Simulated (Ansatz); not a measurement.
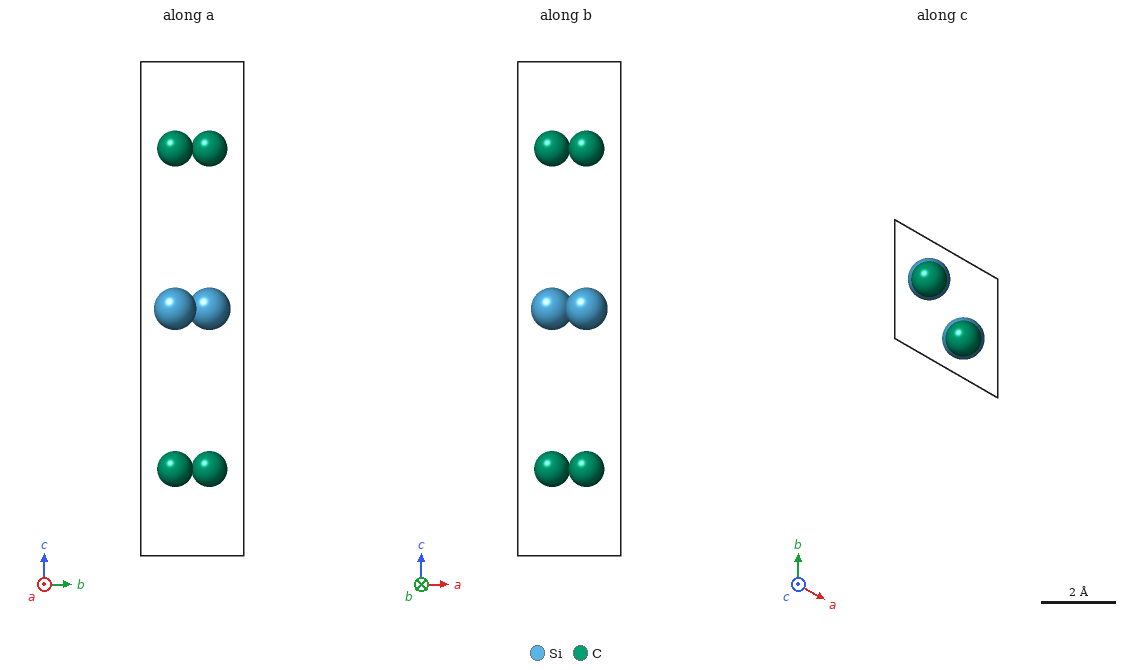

A spheres-only rendering, viewed along the a axis, along the b axis and along the c axis. The parallelepiped is the conventional unit cell.

Lattice parameters: a = 3.2446 Å, b = 3.2446 Å, c = 13.4991 Å, α = 90.000°, β = 90.000°, γ = 120.000°.

**From the views, write a CIF with its space group and independent sites, with free fractional coordinates to two decimals.**

```cif
data_structure
_symmetry_space_group_name_H-M 'P 6/m m m'
_symmetry_Int_Tables_number 191
_cell_length_a 3.2446
_cell_length_b 3.2446
_cell_length_c 13.4991
_cell_angle_alpha 90.000
_cell_angle_beta 90.000
_cell_angle_gamma 120.000
_cell_volume 123.07
loop_
_atom_site_label
_atom_site_type_symbol
_atom_site_symmetry_multiplicity
_atom_site_Wyckoff_symbol
_atom_site_fract_x
_atom_site_fract_y
_atom_site_fract_z
_atom_site_occupancy
Si1 Si 2 d 0.3333 0.6667 0.50 1
C1 C 4 h 0.3333 0.6667 0.82 1
```

The structure comes from a structure type filled with these elements by a generator (whether the compound takes this form wasn't checked). Earlier steps of the study may have refined or changed the cell and positions. Ansatz was used for an electronic-structure calculation on it.
